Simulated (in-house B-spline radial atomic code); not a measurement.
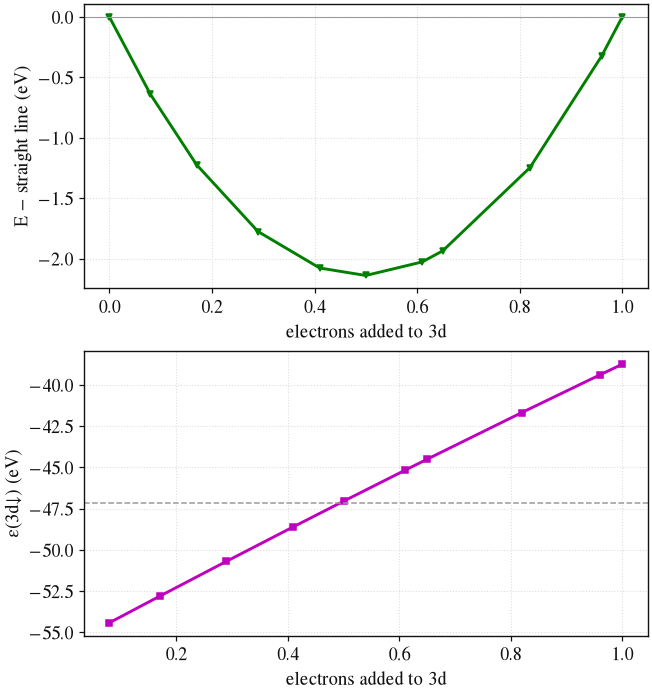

The calculation used an in-house B-spline radial code at this level: scalar-relativistic (spin-free one-electron X2C) wB97X, spin-polarised, spherical fractional occupations, Fermi nucleus, basis-set limit. The occupation of the 3d shell is varied from Co⁴⁺ ([Ar] 3d5 (high spin)) to Co³⁺ ([Ar] 3d6 (high spin)), with spherical fractional occupations. The plot shows the total energy less the straight line between the end points, and the eigenvalue of 3d↓ (the dashed line is minus the energy to take the whole electron out).

> What does the shape say about the method?

The curve is convex (below the straight line), with the largest deviation among the points computed, −2.14 eV, at 0.5. The end points differ by 47.1 eV, the energy to take the electron out. The eigenvalue, which is the slope of the energy (Janak's theorem), moves from −54.4 eV at 0.08 to −38.7 eV at 1; for a straight line it would stay constant, and a parabola would sag by an eighth of this change, scaled to a whole electron, 2.13 eV. Convexity is the mark of the delocalisation error, which puts fractional charges too low; for p, d and f shells the spherical spreading of the fraction adds to it. Exact exchange at spherical fractional occupations leaves self-interaction in partly filled shells, which adds to the curvature.
